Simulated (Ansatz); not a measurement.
```xyz
9

Ge   -0.9422   -0.9572    1.0812
H    -0.9971   -0.1522   -0.5808
O     0.3125   -0.4263   -0.3660
C     1.0389    0.7503   -0.0976
H    -1.8982   -0.1149   -0.2554
H    -1.2424   -2.3122    0.3076
H     0.3816    1.5978    0.1452
H     1.6258    1.0123   -0.9816
H     1.7209    0.6024    0.7475
```

A transition-state structure; geometry: PBE0-D4/def2-TZVP.

All numbers below come from RKS PBE0-D4/def2-TZVPP (Ansatz).

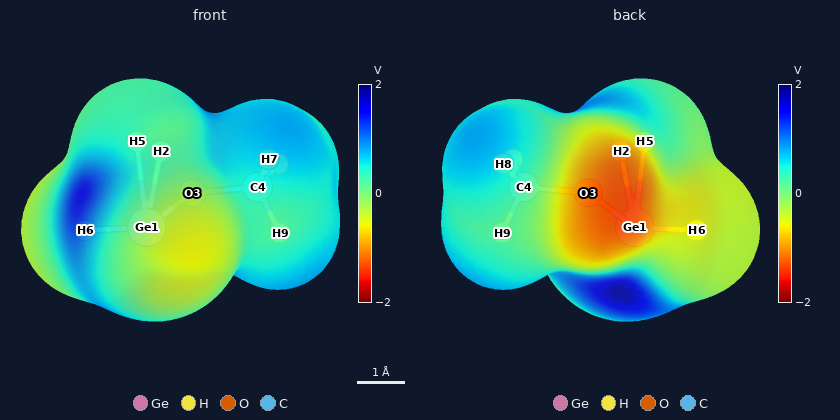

CH6GeO. The molecular electrostatic potential painted on the density surface at 0.002 e/bohr³, seen from the front and from behind; the colour scale runs from red (negative) to blue (positive).

Where is the surface potential most negative and most positive?

The most negative region (about −1.3 V) lies over O3, the most positive (about +1.7 V) over Ge1. O3 is the likeliest acceptor of a hydrogen bond.
